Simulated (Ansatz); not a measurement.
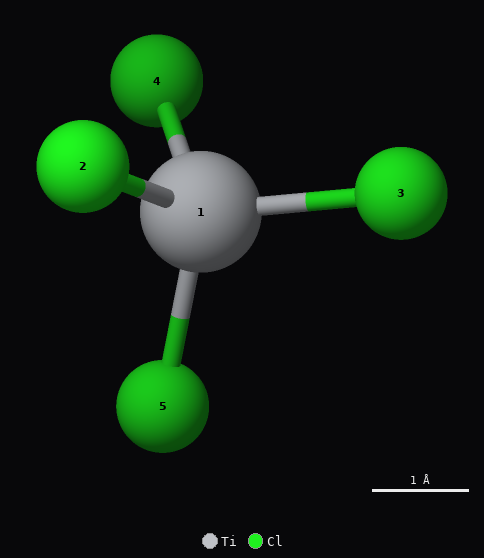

**Figure 1.** The structure as given in the input (ball-and-stick view, seen at a tilt; atoms are numbered from 1 in the order of the input). Sticks mark near contacts. Bond lengths as drawn: Cl–Ti 2.17 Å.

# Run report: TiCl₄, molecular dynamics (part 1 of 5)

TiCl₄, computed with RKS r2SCAN/def2-SVP (Ansatz 0.2.0).

It belongs to a series of runs on one base structure; here: dynamics from the start. Figures and captions count atoms from 1; the log counts them from 0 in places.

The program's output
```
Engine: ansatz 0.2.0, aarch64-unknown-linux-gnu
Functional definition: r2SCAN
  parameter k0 = 0.174
  parameter k1 = 0.065
  parameter a1 = 4.9479
  exchange = r2scan_x(k0 = k0, k1 = k1, a1 = a1)
  correlation = r2scan_c
1160 factors; their error is unknown
mean field evaluation 1: about -73191.0255 eV, gradient 1.5e1 eV
mean field evaluation 2: about -73189.0913 eV, gradient 3.4e1 eV
mean field evaluation 4: about -73191.4590 eV, gradient 5.6e0 eV
mean field evaluation 8: about -73191.4713 eV, gradient 1.1e-1 eV
mean field -73191.47133158 eV, -2689.7369604743 hartree, gradient 2.8e-5 eV, S^2 0.000000; 0 other end points of the search recorded, 0 dependent functions left out
the calculation of the forces begins
reference -73191.47137608 eV, -2689.7369621099 hartree; 45, 45 occupied and 58, 58 virtual orbitals, 1160 factors
md step     0: t =     0.00 fs  T =  2000.0 K  F+E_penalty+E_count = -73191.47133158 eV  E_kin = 0.775560 eV  conserved = -73190.69577158 eV  (27 SCF iters)
these checks for a lower state are left out or cut short: starts, cluster_reference, orbital_swaps, neighbouring_geometries, increment
1160 factors; their error is unknown
mean field evaluation 16: about -73191.5043 eV, gradient 2.2e0 eV
mean field -73191.45032828 eV, -2689.7361886175 hartree, gradient 2.6e-5 eV, S^2 0.000000; 0 other end points of the search recorded, 0 dependent functions left out
the calculation of the forces begins
reference -73191.45037276 eV, -2689.7361902519 hartree; 45, 45 occupied and 58, 58 virtual orbitals, 1160 factors
md step     1: t =     2.00 fs  T =  1945.4 K  F+E_penalty+E_count = -73191.45032828 eV  E_kin = 0.754381 eV  conserved = -73190.69594757 eV  (31 SCF iters)
[... from here on the SCF iterations and repeated set-up lines of each step are left out, up to the last step ...]
md step     2: t =     4.00 fs  T =  1785.1 K  F+E_penalty+E_count = -73191.38782157 eV  E_kin = 0.692236 eV  conserved = -73190.69558511 eV  (32 SCF iters)
md step     3: t =     6.00 fs  T =  1530.7 K  F+E_penalty+E_count = -73191.28927698 eV  E_kin = 0.593588 eV  conserved = -73190.69568894 eV  (32 SCF iters)
md step     4: t =     8.00 fs  T =  1216.9 K  F+E_penalty+E_count = -73191.16754314 eV  E_kin = 0.471905 eV  conserved = -73190.69563819 eV  (32 SCF iters)
md step     5: t =    10.00 fs  T =   893.6 K  F+E_penalty+E_count = -73191.04215709 eV  E_kin = 0.346527 eV  conserved = -73190.69563045 eV  (32 SCF iters)
md step     6: t =    12.00 fs  T =   620.1 K  F+E_penalty+E_count = -73190.93616352 eV  E_kin = 0.240460 eV  conserved = -73190.69570329 eV  (33 SCF iters)
md step     7: t =    14.00 fs  T =   450.4 K  F+E_penalty+E_count = -73190.87032655 eV  E_kin = 0.174645 eV  conserved = -73190.69568186 eV  (33 SCF iters)
md step     8: t =    16.00 fs  T =   416.2 K  F+E_penalty+E_count = -73190.85708409 eV  E_kin = 0.161403 eV  conserved = -73190.69568119 eV  (33 SCF iters)
md step     9: t =    18.00 fs  T =   518.3 K  F+E_penalty+E_count = -73190.89666067 eV  E_kin = 0.200993 eV  conserved = -73190.69566741 eV  (33 SCF iters)
md step    10: t =    20.00 fs  T =   726.5 K  F+E_penalty+E_count = -73190.97739955 eV  E_kin = 0.281727 eV  conserved = -73190.69567206 eV  (32 SCF iters)
md step    11: t =    22.00 fs  T =   991.6 K  F+E_penalty+E_count = -73191.08017827 eV  E_kin = 0.384509 eV  conserved = -73190.69566968 eV  (32 SCF iters)
md step    12: t =    24.00 fs  T =  1260.0 K  F+E_penalty+E_count = -73191.18419098 eV  E_kin = 0.488605 eV  conserved = -73190.69558571 eV  (32 SCF iters)
md step    13: t =    26.00 fs  T =  1485.4 K  F+E_penalty+E_count = -73191.27162300 eV  E_kin = 0.575995 eV  conserved = -73190.69562823 eV  (32 SCF iters)
md step    14: t =    28.00 fs  T =  1636.5 K  F+E_penalty+E_count = -73191.33024072 eV  E_kin = 0.634587 eV  conserved = -73190.69565325 eV  (32 SCF iters)
md step    15: t =    30.00 fs  T =  1697.5 K  F+E_penalty+E_count = -73191.35382964 eV  E_kin = 0.658265 eV  conserved = -73190.69556482 eV  (32 SCF iters)
md step    16: t =    32.00 fs  T =  1665.7 K  F+E_penalty+E_count = -73191.34153449 eV  E_kin = 0.645920 eV  conserved = -73190.69561470 eV  (31 SCF iters)
md step    17: t =    34.00 fs  T =  1550.2 K  F+E_penalty+E_count = -73191.29680987 eV  E_kin = 0.601147 eV  conserved = -73190.69566247 eV  (32 SCF iters)
md step    18: t =    36.00 fs  T =  1368.8 K  F+E_penalty+E_count = -73191.22634328 eV  E_kin = 0.530779 eV  conserved = -73190.69556461 eV  (32 SCF iters)
md step    19: t =    38.00 fs  T =  1143.7 K  F+E_penalty+E_count = -73191.13911717 eV  E_kin = 0.443495 eV  conserved = -73190.69562191 eV  (33 SCF iters)
md step    20: t =    40.00 fs  T =   902.1 K  F+E_penalty+E_count = -73191.04547243 eV  E_kin = 0.349815 eV  conserved = -73190.69565758 eV  (34 SCF iters)
md step    21: t =    42.00 fs  T =   671.5 K  F+E_penalty+E_count = -73190.95597696 eV  E_kin = 0.260391 eV  conserved = -73190.69558595 eV  (34 SCF iters)
md step    22: t =    44.00 fs  T =   475.9 K  F+E_penalty+E_count = -73190.88016145 eV  E_kin = 0.184540 eV  conserved = -73190.69562146 eV  (33 SCF iters)
md step    23: t =    46.00 fs  T =   334.0 K  F+E_penalty+E_count = -73190.82514876 eV  E_kin = 0.129506 eV  conserved = -73190.69564251 eV  (34 SCF iters)
md step    24: t =    48.00 fs  T =   255.6 K  F+E_penalty+E_count = -73190.79471430 eV  E_kin = 0.099103 eV  conserved = -73190.69561102 eV  (35 SCF iters)
md step    25: t =    50.00 fs  T =   241.0 K  F+E_penalty+E_count = -73190.78906815 eV  E_kin = 0.093453 eV  conserved = -73190.69561511 eV  (35 SCF iters)
md step    26: t =    52.00 fs  T =   282.8 K  F+E_penalty+E_count = -73190.80527357 eV  E_kin = 0.109660 eV  conserved = -73190.69561338 eV  (35 SCF iters)
md step    27: t =    54.00 fs  T =   368.0 K  F+E_penalty+E_count = -73190.83831799 eV  E_kin = 0.142692 eV  conserved = -73190.69562625 eV  (34 SCF iters)
md step    28: t =    56.00 fs  T =   481.7 K  F+E_penalty+E_count = -73190.88241541 eV  E_kin = 0.186810 eV  conserved = -73190.69560494 eV  (34 SCF iters)
md step    29: t =    58.00 fs  T =   609.6 K  F+E_penalty+E_count = -73190.93198393 eV  E_kin = 0.236400 eV  conserved = -73190.69558386 eV  (34 SCF iters)
md step    30: t =    60.00 fs  T =   739.0 K  F+E_penalty+E_count = -73190.98220855 eV  E_kin = 0.286571 eV  conserved = -73190.69563771 eV  (34 SCF iters)
md step    31: t =    62.00 fs  T =   860.5 K  F+E_penalty+E_count = -73191.02927513 eV  E_kin = 0.333667 eV  conserved = -73190.69560776 eV  (34 SCF iters)
md step    32: t =    64.00 fs  T =   966.0 K  F+E_penalty+E_count = -73191.07014415 eV  E_kin = 0.374583 eV  conserved = -73190.69556094 eV  (33 SCF iters)
md step    33: t =    66.00 fs  T =  1048.6 K  F+E_penalty+E_count = -73191.10230089 eV  E_kin = 0.406641 eV  conserved = -73190.69565999 eV  (32 SCF iters)
md step    34: t =    68.00 fs  T =  1103.6 K  F+E_penalty+E_count = -73191.12354226 eV  E_kin = 0.427943 eV  conserved = -73190.69559957 eV  (33 SCF iters)
md step    35: t =    70.00 fs  T =  1125.2 K  F+E_penalty+E_count = -73191.13190894 eV  E_kin = 0.436341 eV  conserved = -73190.69556753 eV  (31 SCF iters)
md step    36: t =    72.00 fs  T =  1109.6 K  F+E_penalty+E_count = -73191.12591675 eV  E_kin = 0.430263 eV  conserved = -73190.69565383 eV  (32 SCF iters)
md step    37: t =    74.00 fs  T =  1055.7 K  F+E_penalty+E_count = -73191.10500085 eV  E_kin = 0.409387 eV  conserved = -73190.69561420 eV  (33 SCF iters)
md step    38: t =    76.00 fs  T =   966.0 K  F+E_penalty+E_count = -73191.07017269 eV  E_kin = 0.374609 eV  conserved = -73190.69556403 eV  (33 SCF iters)
md step    39: t =    78.00 fs  T =   848.5 K  F+E_penalty+E_count = -73191.02468537 eV  E_kin = 0.329030 eV  conserved = -73190.69565529 eV  (32 SCF iters)
md step    40: t =    80.00 fs  T =   719.0 K  F+E_penalty+E_count = -73190.97445282 eV  E_kin = 0.278828 eV  conserved = -73190.69562530 eV  (34 SCF iters)
md step    41: t =    82.00 fs  T =   598.9 K  F+E_penalty+E_count = -73190.92784125 eV  E_kin = 0.232253 eV  conserved = -73190.69558782 eV  (34 SCF iters)
md step    42: t =    84.00 fs  T =   513.0 K  F+E_penalty+E_count = -73190.89460167 eV  E_kin = 0.198949 eV  conserved = -73190.69565226 eV  (34 SCF iters)
md step    43: t =    86.00 fs  T =   485.2 K  F+E_penalty+E_count = -73190.88379986 eV  E_kin = 0.188163 eV  conserved = -73190.69563684 eV  (34 SCF iters)
md step    44: t =    88.00 fs  T =   531.0 K  F+E_penalty+E_count = -73190.90152544 eV  E_kin = 0.205895 eV  conserved = -73190.69563011 eV  (34 SCF iters)
md step    45: t =    90.00 fs  T =   653.4 K  F+E_penalty+E_count = -73190.94899842 eV  E_kin = 0.253373 eV  conserved = -73190.69562578 eV  (34 SCF iters)
md step    46: t =    92.00 fs  T =   841.0 K  F+E_penalty+E_count = -73191.02177471 eV  E_kin = 0.326137 eV  conserved = -73190.69563732 eV  (33 SCF iters)
md step    47: t =    94.00 fs  T =  1070.1 K  F+E_penalty+E_count = -73191.11060604 eV  E_kin = 0.414950 eV  conserved = -73190.69565562 eV  (33 SCF iters)
md step    48: t =    96.00 fs  T =  1308.9 K  F+E_penalty+E_count = -73191.20316038 eV  E_kin = 0.507580 eV  conserved = -73190.69558036 eV  (31 SCF iters)
md step    49: t =    98.00 fs  T =  1522.6 K  F+E_penalty+E_count = -73191.28607617 eV  E_kin = 0.590436 eV  conserved = -73190.69564060 eV  (31 SCF iters)
md step    50: t =   100.00 fs  T =  1679.3 K  F+E_penalty+E_count = -73191.34684178 eV  E_kin = 0.651193 eV  conserved = -73190.69564833 eV  (32 SCF iters)
md step    51: t =   102.00 fs  T =  1752.7 K  F+E_penalty+E_count = -73191.37525153 eV  E_kin = 0.679677 eV  conserved = -73190.69557458 eV  (32 SCF iters)
md step    52: t =   104.00 fs  T =  1725.9 K  F+E_penalty+E_count = -73191.36488101 eV  E_kin = 0.669254 eV  conserved = -73190.69562682 eV  (32 SCF iters)
md step    53: t =   106.00 fs  T =  1596.1 K  F+E_penalty+E_count = -73191.31458540 eV  E_kin = 0.618924 eV  conserved = -73190.69566172 eV  (32 SCF iters)
md step    54: t =   108.00 fs  T =  1378.7 K  F+E_penalty+E_count = -73191.23022999 eV  E_kin = 0.534633 eV  conserved = -73190.69559745 eV  (29 SCF iters)
md step    55: t =   110.00 fs  T =  1108.8 K  F+E_penalty+E_count = -73191.12564223 eV  E_kin = 0.429982 eV  conserved = -73190.69566013 eV  (32 SCF iters)
md step    56: t =   112.00 fs  T =   840.3 K  F+E_penalty+E_count = -73191.02154800 eV  E_kin = 0.325851 eV  conserved = -73190.69569709 eV  (31 SCF iters)
md step    57: t =   114.00 fs  T =   633.8 K  F+E_penalty+E_count = -73190.94144249 eV  E_kin = 0.245783 eV  conserved = -73190.69565979 eV  (34 SCF iters)
md step    58: t =   116.00 fs  T =   539.2 K  F+E_penalty+E_count = -73190.90480042 eV  E_kin = 0.209107 eV  conserved = -73190.69569341 eV  (34 SCF iters)
md step    59: t =   118.00 fs  T =   579.1 K  F+E_penalty+E_count = -73190.92028184 eV  E_kin = 0.224578 eV  conserved = -73190.69570335 eV  (33 SCF iters)
md step    60: t =   120.00 fs  T =   740.2 K  F+E_penalty+E_count = -73190.98268849 eV  E_kin = 0.287019 eV  conserved = -73190.69566946 eV  (33 SCF iters)
md step    61: t =   122.00 fs  T =   979.5 K  F+E_penalty+E_count = -73191.07550227 eV  E_kin = 0.379847 eV  conserved = -73190.69565502 eV  (33 SCF iters)
md step    62: t =   124.00 fs  T =  1242.1 K  F+E_penalty+E_count = -73191.17727196 eV  E_kin = 0.481645 eV  conserved = -73190.69562737 eV  (32 SCF iters)
md step    63: t =   126.00 fs  T =  1477.1 K  F+E_penalty+E_count = -73191.26841400 eV  E_kin = 0.572791 eV  conserved = -73190.69562253 eV  (32 SCF iters)
md step    64: t =   128.00 fs  T =  1650.0 K  F+E_penalty+E_count = -73191.33543084 eV  E_kin = 0.639824 eV  conserved = -73190.69560659 eV  (32 SCF iters)
md step    65: t =   130.00 fs  T =  1743.8 K  F+E_penalty+E_count = -73191.37179896 eV  E_kin = 0.676212 eV  conserved = -73190.69558722 eV  (33 SCF iters)
md step    66: t =   132.00 fs  T =  1756.5 K  F+E_penalty+E_count = -73191.37677486 eV  E_kin = 0.681146 eV  conserved = -73190.69562933 eV  (32 SCF iters)
md step    67: t =   134.00 fs  T =  1696.2 K  F+E_penalty+E_count = -73191.35333246 eV  E_kin = 0.657734 eV  conserved = -73190.69559832 eV  (32 SCF iters)
md step    68: t =   136.00 fs  T =  1575.2 K  F+E_penalty+E_count = -73191.30642491 eV  E_kin = 0.610830 eV  conserved = -73190.69559479 eV  (33 SCF iters)
md step    69: t =   138.00 fs  T =  1408.3 K  F+E_penalty+E_count = -73191.24175492 eV  E_kin = 0.546125 eV  conserved = -73190.69563024 eV  (32 SCF iters)
md step    70: t =   140.00 fs  T =  1211.0 K  F+E_penalty+E_count = -73191.16520491 eV  E_kin = 0.469598 eV  conserved = -73190.69560704 eV  (33 SCF iters)
md step    71: t =   142.00 fs  T =   998.2 K  F+E_penalty+E_count = -73191.08265803 eV  E_kin = 0.387065 eV  conserved = -73190.69559259 eV  (32 SCF iters)
md step    72: t =   144.00 fs  T =   784.8 K  F+E_penalty+E_count = -73190.99994114 eV  E_kin = 0.304320 eV  conserved = -73190.69562164 eV  (32 SCF iters)
md step    73: t =   146.00 fs  T =   585.9 K  F+E_penalty+E_count = -73190.92282386 eV  E_kin = 0.227211 eV  conserved = -73190.69561332 eV  (34 SCF iters)
md step    74: t =   148.00 fs  T =   416.0 K  F+E_penalty+E_count = -73190.85692668 eV  E_kin = 0.161332 eV  conserved = -73190.69559478 eV  (34 SCF iters)
md step    75: t =   150.00 fs  T =   288.2 K  F+E_penalty+E_count = -73190.80738956 eV  E_kin = 0.111771 eV  conserved = -73190.69561825 eV  (34 SCF iters)
md step    76: t =   152.00 fs  T =   213.4 K  F+E_penalty+E_count = -73190.77836684 eV  E_kin = 0.082754 eV  conserved = -73190.69561278 eV  (34 SCF iters)
md step    77: t =   154.00 fs  T =   198.3 K  F+E_penalty+E_count = -73190.77251141 eV  E_kin = 0.076906 eV  conserved = -73190.69560560 eV  (34 SCF iters)
md step    78: t =   156.00 fs  T =   244.9 K  F+E_penalty+E_count = -73190.79056324 eV  E_kin = 0.094951 eV  conserved = -73190.69561217 eV  (35 SCF iters)
md step    79: t =   158.00 fs  T =   349.5 K  F+E_penalty+E_count = -73190.83113836 eV  E_kin = 0.135529 eV  conserved = -73190.69560981 eV  (34 SCF iters)
md step    80: t =   160.00 fs  T =   503.5 K  F+E_penalty+E_count = -73190.89087812 eV  E_kin = 0.195263 eV  conserved = -73190.69561490 eV  (34 SCF iters)
md step    81: t =   162.00 fs  T =   694.2 K  F+E_penalty+E_count = -73190.96481784 eV  E_kin = 0.269214 eV  conserved = -73190.69560398 eV  (34 SCF iters)
md step    82: t =   164.00 fs  T =   905.7 K  F+E_penalty+E_count = -73191.04682305 eV  E_kin = 0.351217 eV  conserved = -73190.69560646 eV  (33 SCF iters)
md step    83: t =   166.00 fs  T =  1120.2 K  F+E_penalty+E_count = -73191.13001793 eV  E_kin = 0.434398 eV  conserved = -73190.69562012 eV  (32 SCF iters)
md step    84: t =   168.00 fs  T =  1318.9 K  F+E_penalty+E_count = -73191.20704625 eV  E_kin = 0.511445 eV  conserved = -73190.69560127 eV  (32 SCF iters)
md step    85: t =   170.00 fs  T =  1481.9 K  F+E_penalty+E_count = -73191.27024606 eV  E_kin = 0.574633 eV  conserved = -73190.69561332 eV  (32 SCF iters)
md step    86: t =   172.00 fs  T =  1589.1 K  F+E_penalty+E_count = -73191.31183297 eV  E_kin = 0.616219 eV  conserved = -73190.69561389 eV  (32 SCF iters)
md step    87: t =   174.00 fs  T =  1621.5 K  F+E_penalty+E_count = -73191.32438332 eV  E_kin = 0.628773 eV  conserved = -73190.69561039 eV  (32 SCF iters)
md step    88: t =   176.00 fs  T =  1563.4 K  F+E_penalty+E_count = -73191.30188514 eV  E_kin = 0.606263 eV  conserved = -73190.69562261 eV  (32 SCF iters)
md step    89: t =   178.00 fs  T =  1407.7 K  F+E_penalty+E_count = -73191.24150577 eV  E_kin = 0.545883 eV  conserved = -73190.69562282 eV  (33 SCF iters)
md step    90: t =   180.00 fs  T =  1161.6 K  F+E_penalty+E_count = -73191.14611284 eV  E_kin = 0.450462 eV  conserved = -73190.69565092 eV  (32 SCF iters)
md step    91: t =   182.00 fs  T =   853.5 K  F+E_penalty+E_count = -73191.02662284 eV  E_kin = 0.330972 eV  conserved = -73190.69565063 eV  (33 SCF iters)
md step    92: t =   184.00 fs  T =   534.0 K  F+E_penalty+E_count = -73190.90273836 eV  E_kin = 0.207062 eV  conserved = -73190.69567681 eV  (30 SCF iters)
md step    93: t =   186.00 fs  T =   269.4 K  F+E_penalty+E_count = -73190.80016167 eV  E_kin = 0.104456 eV  conserved = -73190.69570599 eV  (33 SCF iters)
md step    94: t =   188.00 fs  T =   123.6 K  F+E_penalty+E_count = -73190.74365005 eV  E_kin = 0.047934 eV  conserved = -73190.69571583 eV  (34 SCF iters)
md step    95: t =   190.00 fs  T =   135.2 K  F+E_penalty+E_count = -73190.74814853 eV  E_kin = 0.052440 eV  conserved = -73190.69570854 eV  (35 SCF iters)
md step    96: t =   192.00 fs  T =   301.6 K  F+E_penalty+E_count = -73190.81265854 eV  E_kin = 0.116946 eV  conserved = -73190.69571269 eV  (33 SCF iters)
md step    97: t =   194.00 fs  T =   580.3 K  F+E_penalty+E_count = -73190.92071000 eV  E_kin = 0.225022 eV  conserved = -73190.69568835 eV  (33 SCF iters)
md step    98: t =   196.00 fs  T =   906.1 K  F+E_penalty+E_count = -73191.04702515 eV  E_kin = 0.351383 eV  conserved = -73190.69564176 eV  (33 SCF iters)
md step    99: t =   198.00 fs  T =  1213.3 K  F+E_penalty+E_count = -73191.16613569 eV  E_kin = 0.470504 eV  conserved = -73190.69563125 eV  (32 SCF iters)
md step   100: t =   200.00 fs  T =  1452.1 K  F+E_penalty+E_count = -73191.25873428 eV  E_kin = 0.563110 eV  conserved = -73190.69562416 eV  (32 SCF iters)
md step   101: t =   202.00 fs  T =  1594.7 K  F+E_penalty+E_count = -73191.31400136 eV  E_kin = 0.618404 eV  conserved = -73190.69559695 eV  (32 SCF iters)
md step   102: t =   204.00 fs  T =  1633.2 K  F+E_penalty+E_count = -73191.32896805 eV  E_kin = 0.633337 eV  conserved = -73190.69563075 eV  (32 SCF iters)
md step   103: t =   206.00 fs  T =  1575.8 K  F+E_penalty+E_count = -73191.30668971 eV  E_kin = 0.611070 eV  conserved = -73190.69562001 eV  (32 SCF iters)
md step   104: t =   208.00 fs  T =  1441.1 K  F+E_penalty+E_count = -73191.25442405 eV  E_kin = 0.558818 eV  conserved = -73190.69560636 eV  (32 SCF iters)
md step   105: t =   210.00 fs  T =  1254.9 K  F+E_penalty+E_count = -73191.18225294 eV  E_kin = 0.486617 eV  conserved = -73190.69563604 eV  (34 SCF iters)
md step   106: t =   212.00 fs  T =  1047.4 K  F+E_penalty+E_count = -73191.10178475 eV  E_kin = 0.406161 eV  conserved = -73190.69562374 eV  (34 SCF iters)
md step   107: t =   214.00 fs  T =   849.0 K  F+E_penalty+E_count = -73191.02486499 eV  E_kin = 0.329232 eV  conserved = -73190.69563333 eV  (34 SCF iters)
md step   108: t =   216.00 fs  T =   686.8 K  F+E_penalty+E_count = -73190.96196879 eV  E_kin = 0.266342 eV  conserved = -73190.69562724 eV  (34 SCF iters)
md step   109: t =   218.00 fs  T =   580.0 K  F+E_penalty+E_count = -73190.92054066 eV  E_kin = 0.224914 eV  conserved = -73190.69562680 eV  (34 SCF iters)
md step   110: t =   220.00 fs  T =   537.1 K  F+E_penalty+E_count = -73190.90392441 eV  E_kin = 0.208277 eV  conserved = -73190.69564746 eV  (34 SCF iters)
md step   111: t =   222.00 fs  T =   555.9 K  F+E_penalty+E_count = -73190.91118622 eV  E_kin = 0.215576 eV  conserved = -73190.69561056 eV  (32 SCF iters)
```
